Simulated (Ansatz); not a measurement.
## Run report: Si3NH9O2, geometry relaxation (part 1 of 2)

The run: geometry relaxation of Si3NH9O2. Method and program: RKS PBE0/6-31G (Ansatz 0.2.0).

It belongs to a series of runs on one base structure; here: start relaxed.

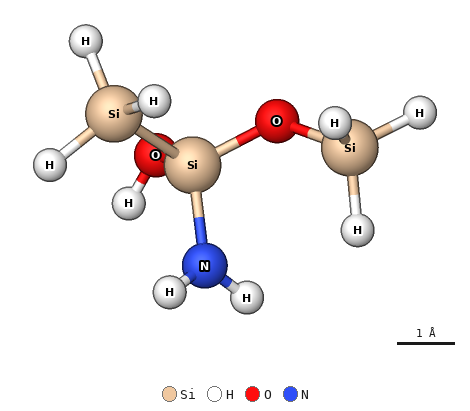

**Figure 1.** The starting structure (ball-and-stick view, seen at a tilt).

**Input**
```yaml
crystal:
  periodic: [false, false, false]
  atoms:
    - { symbol: Si, position_ang: [0.0, 0.0, 0.0] }
    - { symbol: Si, position_ang: [0.0, 0.0, 2.22] }
    - { symbol: H, position_ang: [-1.3148, -0.4067, 2.7074] }
    - { symbol: H, position_ang: [1.0096, -0.9353, 2.7074] }
    - { symbol: H, position_ang: [0.3052, 1.342, 2.7074] }
    - { symbol: O, position_ang: [1.5842, 0.0, -0.5594] }
    - { symbol: Si, position_ang: [2.4906, -1.3762, -0.8866] }
    - { symbol: H, position_ang: [1.6598, -2.3521, -1.5857] }
    - { symbol: H, position_ang: [3.6318, -1.0202, -1.7249] }
    - { symbol: H, position_ang: [2.9691, -1.9538, 0.366] }
    - { symbol: O, position_ang: [-0.7913, 1.3709, -0.5594] }
    - { symbol: H, position_ang: [-1.7491, 1.1401, -0.7818] }
    - { symbol: "N", position_ang: [-0.8572, -1.4851, -0.6061] }
    - { symbol: H, position_ang: [-1.3922, -2.1014, 0.0704] }
    - { symbol: H, position_ang: [-0.8219, -1.7344, -1.6357] }
basis:
  gaussian: { orbitals: "6-31G" }
hamiltonian:
  xc: pbe0
relax:
  f_tol: 0.02
  max_steps: 40
```

Run on 1 thread of Arm Neoverse V1, 24 GiB of memory available, shared host.

Run as:
```bash
ansatz run input.yaml --threads 1 --pin off --max-ram 2048MiB --backend cpu --events-out ev --progress --plain --runs-dir out
```

**Log**
```
The last accepted step is kept in [file] (removed where the run ends without a failure and the disk answers)
Engine: ansatz 0.2.0, aarch64-unknown-linux-gnu
Functional definition: PBE0
  parameter a = 0.25
  parameter kappa = 0.804
  parameter beta = 0.06672455060314922
  exchange = (1 - a)*pbe_x(kappa = kappa, mu = beta*pi^2/3) + a*exact_x
  correlation = pbe_c(beta = beta)
1074 factors; integrals over basis functions are off by at most 1.7e-4 eV
mean field evaluation 1: about -29332.8766 eV, gradient 7.7e1 eV
mean field evaluation 2: about -29315.7186 eV, gradient 1.2e2 eV
mean field evaluation 4: about -29343.6304 eV, gradient 7.0e0 eV
mean field evaluation 8: about -29343.8144 eV, gradient 1.8e-1 eV
mean field evaluation 16: about -29343.8145 eV, gradient 1.4e-5 eV
mean field -29343.81445559 eV, -1078.3652912911 hartree, gradient 1.4e-5 eV, S^2 0.000000; 0 other end points of the search recorded, 0 dependent functions left out
the calculation of the forces begins
reference -29343.81449099 eV, -1078.3652925919 hartree; 37, 37 occupied and 47, 47 virtual orbitals, 1074 factors
relax step   1: F+E_penalty+E_count = -29343.81445559 eV  Δ(F+E_penalty+E_count) = +0.000e0 eV  max|allowed force component| = 2.375e0 eV/Å  Δτ_max = 0.0000 Å  (27 SCF iters, accepted)
these checks for a lower state are left out or cut short: starts, cluster_reference, orbital_swaps, neighbouring_geometries, increment
1074 factors; integrals over basis functions are off by at most 1.7e-4 eV
mean field -29344.39941673 eV, -1078.3867882164 hartree, gradient 1.4e-5 eV, S^2 0.000000; 0 other end points of the search recorded, 0 dependent functions left out
[... from here on the field's lines of each further geometry are left out, up to the last ...]
relax step   2: F+E_penalty+E_count = -29344.39941673 eV  Δ(F+E_penalty+E_count) = -5.850e-1 eV  max|allowed force component| = 1.045e0 eV/Å  Δτ_max = 0.1922 Å  (30 SCF iters, accepted)
relax step   3: F+E_penalty+E_count = -29344.49512501 eV  Δ(F+E_penalty+E_count) = -9.571e-2 eV  max|allowed force component| = 3.730e-1 eV/Å  Δτ_max = 0.1777 Å  (31 SCF iters, accepted)
relax step   4: F+E_penalty+E_count = -29344.56064641 eV  Δ(F+E_penalty+E_count) = -6.552e-2 eV  max|allowed force component| = 2.646e-1 eV/Å  Δτ_max = 0.2000 Å  (29 SCF iters, accepted)
relax step   5: F+E_penalty+E_count = -29344.60546393 eV  Δ(F+E_penalty+E_count) = -4.482e-2 eV  max|allowed force component| = 4.156e-1 eV/Å  Δτ_max = 0.2000 Å  (30 SCF iters, accepted)
relax step   6: F+E_penalty+E_count = -29344.65862325 eV  Δ(F+E_penalty+E_count) = -5.316e-2 eV  max|allowed force component| = 2.842e-1 eV/Å  Δτ_max = 0.2000 Å  (29 SCF iters, accepted)
relax step   7: F+E_penalty+E_count = -29344.68904908 eV  Δ(F+E_penalty+E_count) = -3.043e-2 eV  max|allowed force component| = 3.553e-1 eV/Å  Δτ_max = 0.2000 Å  (30 SCF iters, accepted)
relax step   8: F+E_penalty+E_count = -29344.70257322 eV  Δ(F+E_penalty+E_count) = -1.352e-2 eV  max|allowed force component| = 1.831e-1 eV/Å  Δτ_max = 0.1754 Å  (29 SCF iters, accepted)
relax step   9: F+E_penalty+E_count = -29344.70513243 eV  Δ(F+E_penalty+E_count) = -2.559e-3 eV  max|allowed force component| = 2.726e-1 eV/Å  Δτ_max = 0.0506 Å  (31 SCF iters, accepted)
relax step  10: F+E_penalty+E_count = -29344.70693247 eV  Δ(F+E_penalty+E_count) = -1.800e-3 eV  max|allowed force component| = 2.975e-1 eV/Å  Δτ_max = 0.0214 Å  (31 SCF iters, accepted)
relax step  11: F+E_penalty+E_count = -29344.71230321 eV  Δ(F+E_penalty+E_count) = -5.371e-3 eV  max|allowed force component| = 1.801e-1 eV/Å  Δτ_max = 0.1436 Å  (31 SCF iters, accepted)
relax step  12: F+E_penalty+E_count = -29344.71365739 eV  Δ(F+E_penalty+E_count) = -1.354e-3 eV  max|allowed force component| = 3.826e-1 eV/Å  Δτ_max = 0.1190 Å  (30 SCF iters, accepted)
relax step  13: F+E_penalty+E_count = -29344.70503840 eV  Δ(F+E_penalty+E_count) = +8.619e-3 eV  max|allowed force component| = 2.366e-1 eV/Å  Δτ_max = 0.1954 Å  (29 SCF iters, rejected (line search))
relax step  14: F+E_penalty+E_count = -29344.72179432 eV  Δ(F+E_penalty+E_count) = -8.137e-3 eV  max|allowed force component| = 1.117e-1 eV/Å  Δτ_max = 0.0977 Å  (30 SCF iters, accepted)
relax step  15: F+E_penalty+E_count = -29344.72812923 eV  Δ(F+E_penalty+E_count) = -6.335e-3 eV  max|allowed force component| = 6.241e-2 eV/Å  Δτ_max = 0.0932 Å  (31 SCF iters, accepted)
relax step  16: F+E_penalty+E_count = -29344.72580456 eV  Δ(F+E_penalty+E_count) = +2.325e-3 eV  max|allowed force component| = 3.091e-1 eV/Å  Δτ_max = 0.1468 Å  (31 SCF iters, rejected (line search))
relax step  17: F+E_penalty+E_count = -29344.72642115 eV  Δ(F+E_penalty+E_count) = +1.708e-3 eV  max|allowed force component| = 3.197e-1 eV/Å  Δτ_max = 0.0733 Å  (30 SCF iters, rejected (line search))
relax step  18: F+E_penalty+E_count = -29344.73020328 eV  Δ(F+E_penalty+E_count) = -2.074e-3 eV  max|allowed force component| = 1.534e-2 eV/Å  Δτ_max = 0.0354 Å  (31 SCF iters, accepted)
relax step  19: F+E_penalty+E_count = -29344.73213975 eV  Δ(F+E_penalty+E_count) = -1.936e-3 eV  max|allowed force component| = 8.094e-2 eV/Å  Δτ_max = 0.0732 Å  (31 SCF iters, accepted)
relax step  20: F+E_penalty+E_count = -29344.73281768 eV  Δ(F+E_penalty+E_count) = -6.779e-4 eV  max|allowed force component| = 1.151e-1 eV/Å  Δτ_max = 0.0365 Å  (30 SCF iters, accepted)
relax step  21: F+E_penalty+E_count = -29344.73432108 eV  Δ(F+E_penalty+E_count) = -1.503e-3 eV  max|allowed force component| = 7.100e-2 eV/Å  Δτ_max = 0.0252 Å  (24 SCF iters, accepted)
relax step  22: F+E_penalty+E_count = -29344.73530527 eV  Δ(F+E_penalty+E_count) = -9.842e-4 eV  max|allowed force component| = 6.691e-2 eV/Å  Δτ_max = 0.0705 Å  (30 SCF iters, accepted)
relax step  23: F+E_penalty+E_count = -29344.73616553 eV  Δ(F+E_penalty+E_count) = -8.603e-4 eV  max|allowed force component| = 3.913e-2 eV/Å  Δτ_max = 0.0463 Å  (32 SCF iters, accepted)
relax step  24: F+E_penalty+E_count = -29344.73676399 eV  Δ(F+E_penalty+E_count) = -5.985e-4 eV  max|allowed force component| = 4.419e-2 eV/Å  Δτ_max = 0.0794 Å  (31 SCF iters, accepted)
relax step  25: F+E_penalty+E_count = -29344.73724243 eV  Δ(F+E_penalty+E_count) = -4.784e-4 eV  max|allowed force component| = 3.347e-2 eV/Å  Δτ_max = 0.0103 Å  (25 SCF iters, accepted)
relax step  26: F+E_penalty+E_count = -29344.73786096 eV  Δ(F+E_penalty+E_count) = -6.185e-4 eV  max|allowed force component| = 1.952e-2 eV/Å  Δτ_max = 0.0386 Å  (31 SCF iters, accepted)
relax step  27: F+E_penalty+E_count = -29344.73827673 eV  Δ(F+E_penalty+E_count) = -4.158e-4 eV  max|allowed force component| = 2.240e-2 eV/Å  Δτ_max = 0.0626 Å  (32 SCF iters, accepted)
relax step  28: F+E_penalty+E_count = -29344.73845390 eV  Δ(F+E_penalty+E_count) = -1.772e-4 eV  max|allowed force component| = 2.820e-2 eV/Å  Δτ_max = 0.0412 Å  (31 SCF iters, accepted)
relax step  29: F+E_penalty+E_count = -29344.73863299 eV  Δ(F+E_penalty+E_count) = -1.791e-4 eV  max|allowed force component| = 2.968e-2 eV/Å  Δτ_max = 0.0352 Å  (25 SCF iters, accepted)
relax step  30: F+E_penalty+E_count = -29344.73889789 eV  Δ(F+E_penalty+E_count) = -2.649e-4 eV  max|allowed force component| = 2.216e-2 eV/Å  Δτ_max = 0.0418 Å  (23 SCF iters, accepted)
relax step  31: F+E_penalty+E_count = -29344.73900829 eV  Δ(F+E_penalty+E_count) = -1.104e-4 eV  max|allowed force component| = 4.702e-2 eV/Å  Δτ_max = 0.0967 Å  (31 SCF iters, accepted)
relax step  32: F+E_penalty+E_count = -29344.73928304 eV  Δ(F+E_penalty+E_count) = -2.747e-4 eV  max|allowed force component| = 4.126e-2 eV/Å  Δτ_max = 0.0099 Å  (23 SCF iters, accepted)
relax step  33: F+E_penalty+E_count = -29344.73969544 eV  Δ(F+E_penalty+E_count) = -4.124e-4 eV  max|allowed force component| = 1.280e-2 eV/Å  Δτ_max = 0.0219 Å  (25 SCF iters, accepted)
the calculation of the forces begins
reference -29344.73995778 eV, -1078.3993028693 hartree; 37, 37 occupied and 47, 47 virtual orbitals, 1074 factors
relax step  34: F+E_penalty+E_count = -29344.73992115 eV  Δ(F+E_penalty+E_count) = -2.257e-4 eV  max|allowed force component| = 1.857e-2 eV/Å  Δτ_max = 0.0484 Å  (31 SCF iters, accepted)
1074 factors; integrals over basis functions are off by at most 1.8e-4 eV
mean field evaluation 256: about -29344.7399 eV, gradient 5.3e-4 eV
```

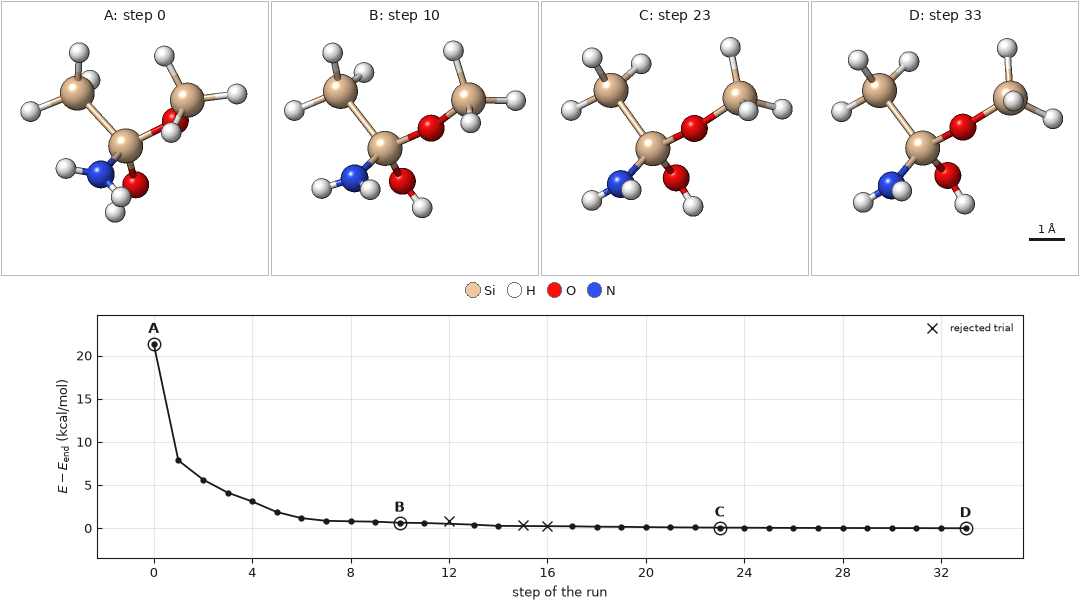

**Figure 2.** Frames of the relaxation (ball-and-stick view, seen at a tilt) above the curves, on which the letters mark them (the first geometry is step 0 here and step 1 in the log).

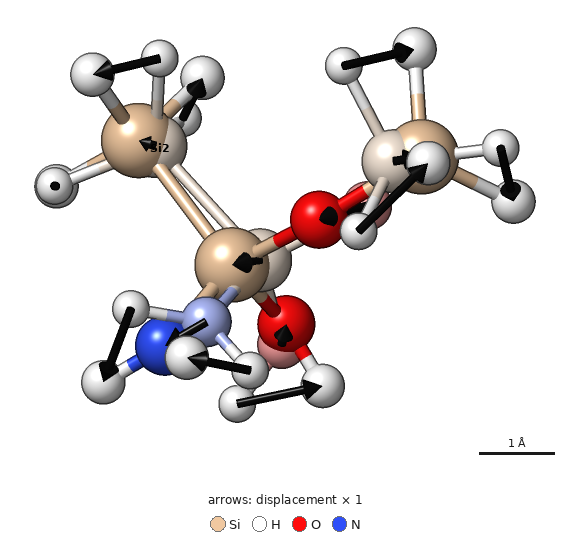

**Figure 3.** Start (faint) and end (solid) with the displacements as black arrows, at true length (ball-and-stick view, seen at a tilt). The two geometries are laid on each other by the best rigid fit. After 33 geometry steps the energy has fallen by 21.3 kcal/mol. The largest force component goes from 2.4 to 0.019 eV/Å. The line search rejected the trial steps at points 12, 15, 16 (counted from 0) and went back. The atom that moves furthest after the best rigid fit is H8 (1.37 Å). Largest moves by element: H 1.37 Å, O 1.16 Å, N 0.65 Å, Si 0.51 Å. Among the contacts that change: Si1–Si2 2.220 → 2.342 Å, Si1–N13 1.819 → 1.747 Å, N13–H14 1.060 → 1.006 Å, Si7–H10 1.460 → 1.506 Å. Among the angles that change: Si1–O6–Si7 125.0° → 158.4°, Si1–O11–H12 109.5° → 122.4°, Si2–Si1–O11 109.5° → 102.1°. (Atoms are counted from 1 in the order of the input.)

```
mean field -29344.73992115 eV, -1078.3993015232 hartree, gradient 1.6e-5 eV, S^2 0.000000; 1 other end points of the search recorded, 0 dependent functions left out
the calculation of the forces begins
reference -29344.73995778 eV, -1078.3993028693 hartree; 37, 37 occupied and 47, 47 virtual orbitals, 1074 factors
Total energy: -29344.73995778 eV, -1078.3993028693 hartree
Atom 0 at    -0.251415    -0.428753     0.096153 Å, force    -0.006257     0.018169     0.018568 eV/Å
Atom 1 at    -0.053253    -0.130610     2.410753 Å, force     0.002959    -0.001185    -0.006229 eV/Å
Atom 2 at    -1.365076     0.325835     2.987017 Å, force    -0.000280     0.000271     0.001845 eV/Å
Atom 3 at     0.312979    -1.439476     3.055553 Å, force     0.000839    -0.000387     0.001997 eV/Å
Atom 4 at     1.007675     0.880429     2.738925 Å, force    -0.001242    -0.000277     0.002334 eV/Å
Atom 5 at     1.134669    -1.081954    -0.609789 Å, force     0.003229    -0.005713    -0.006736 eV/Å
Atom 6 at     2.754259    -1.188644    -1.098567 Å, force     0.004908    -0.004149    -0.002585 eV/Å
Atom 7 at     2.971166    -2.533291    -1.732955 Å, force     0.001900     0.008819     0.004690 eV/Å
Atom 8 at     3.074004    -0.109186    -2.098194 Å, force     0.000828    -0.009077     0.006155 eV/Å
Atom 9 at     3.670580    -1.045483     0.088092 Å, force    -0.001553     0.001080    -0.008291 eV/Å
Atom 10 at    -0.522283     1.181492    -0.454967 Å, force    -0.001457     0.004893    -0.005338 eV/Å
Atom 11 at    -0.773733     1.382268    -1.370028 Å, force    -0.000455    -0.000039     0.003767 eV/Å
Atom 12 at    -1.499474    -1.538773    -0.415251 Å, force     0.000605    -0.012362    -0.010894 eV/Å
Atom 13 at    -2.458659    -1.491095    -0.114876 Å, force     0.000735     0.001110     0.000704 eV/Å
Atom 14 at    -1.277639    -2.294958    -1.042867 Å, force    -0.004757    -0.001155     0.000013 eV/Å
Dipole moment:    -0.112023    -0.263380    -0.330315 e Å
```

**Trajectory as extended XYZ (Å, eV, eV/Å), 15 of the 34 frames kept, from step=1 to step=34**
```
15
Properties=species:S:1:pos:R:3:forces:R:3 step=1 energy=-29343.81446
Si    0.0000    0.0000    0.0000   -0.5591  -1.9221  -0.8235
Si    0.0000    0.0000    2.2200    0.1119   0.0239   0.8837
H    -1.3148   -0.4067    2.7074   -0.7640  -0.2421   0.3682
H     1.0096   -0.9353    2.7074    0.5199  -0.5443   0.3794
H     0.3052    1.3420    2.7074    0.1522   0.6838   0.3018
O     1.5842    0.0000   -0.5594   -0.3064   0.7593  -0.1405
Si    2.4906   -1.3762   -0.8866    0.8028  -0.3618  -0.3833
H     1.6598   -2.3521   -1.5857   -0.3510  -0.6480  -0.4358
H     3.6318   -1.0202   -1.7249    0.5826   0.2436  -0.4028
H     2.9691   -1.9538    0.3660    0.2814  -0.4083   0.7378
O    -0.7913    1.3709   -0.5594   -2.3748   0.5455  -0.9812
H    -1.7491    1.1401   -0.7818    1.3733   0.8147   0.0884
N    -0.8572   -1.4851   -0.6061   -0.1281  -0.0349  -0.0037
H    -1.3922   -2.1014    0.0704    1.0056   0.9821  -1.7156
H    -0.8219   -1.7344   -1.6357   -0.3463   0.1086   2.1271
15
Properties=species:S:1:pos:R:3:forces:R:3 step=3 energy=-29344.49513
Si   -0.0740   -0.0702   -0.0011    0.0134   0.2971   0.0742
Si   -0.0412    0.0427    2.3621    0.0068  -0.1687  -0.1780
H    -1.4038   -0.3769    2.8596    0.0757   0.0087   0.0540
H     0.9845   -0.9526    2.8431   -0.0824   0.0405   0.0927
H     0.2839    1.4054    2.9118   -0.0112  -0.0847  -0.1303
O     1.5150   -0.1192   -0.6247    0.0008  -0.3730  -0.0446
Si    2.6085   -1.4059   -0.9899   -0.0156   0.1228  -0.0034
H     1.9046   -2.4908   -1.7776    0.0853   0.0915   0.0275
H     3.7630   -0.8631   -1.7897   -0.1356   0.0022   0.0824
H     3.1163   -2.0142    0.2961    0.0037   0.0151  -0.0744
O    -0.7895    1.3749   -0.6299   -0.3202  -0.2164  -0.0910
H    -1.6841    1.2784   -1.0110    0.2926   0.1763   0.0186
N    -0.9767   -1.4771   -0.5560    0.2271   0.3259   0.2096
H    -1.4736   -2.0849    0.0650   -0.1610  -0.1762   0.2091
H    -1.0092   -1.7585   -1.5188    0.0205  -0.0611  -0.2464
```
